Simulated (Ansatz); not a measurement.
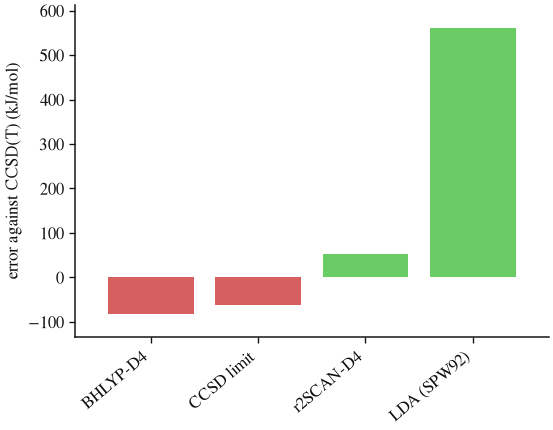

Error in the electronic atomisation energy (method less reference, so positive means overbinding) of C₃H₅B, SMILES BC1=CC1: functionals in def2-TZVPP against frozen-core CCSD(T) at the limit (MP2 extrapolated from triple and quadruple zeta, plus CCSD(T) less MP2 in a smaller set), which gives 3606.3 kJ/mol, at a PBE0-D4/def2-TZVP geometry (a minimum by its frequencies), no zero-point or spin-orbit term, the Ansatz code. The reference leaves out core correlation, a term that grows with the number of heavy atoms. Limit means the basis limit.

### What range do the values span?

From −83.3 kJ/mol (BHLYP-D4) to 560.6 kJ/mol (LDA (SPW92)).

### Which of these levels overbind, and which underbind?

Overbind: r2SCAN-D4 and LDA (SPW92). Underbind: BHLYP-D4 and CCSD limit.
